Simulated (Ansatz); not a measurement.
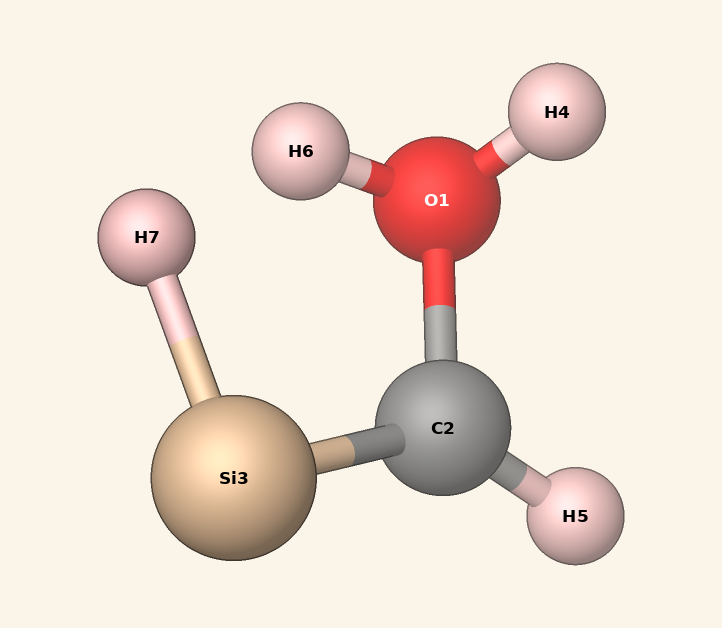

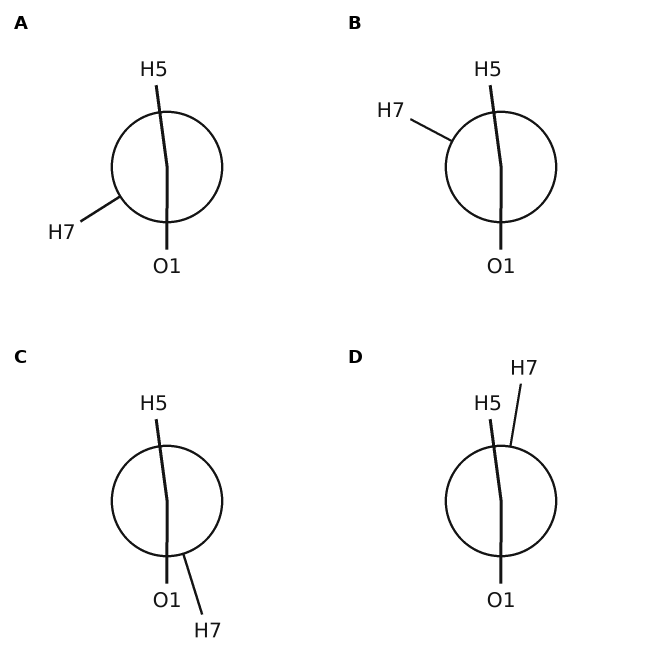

Distant atoms are faded towards the background colour. Bonds that would overlap in a projection are set slightly apart. The computed structure is the end point of a PBE0-D4/def2-TZVP optimisation. No frequency run is at hand to confirm it as a minimum.

Which Newman projection shows the view along C2–Si3, with C2 in front?

C. The torsion angle O1–C2–Si3–H7 is −2°, synperiplanar (eclipsed).
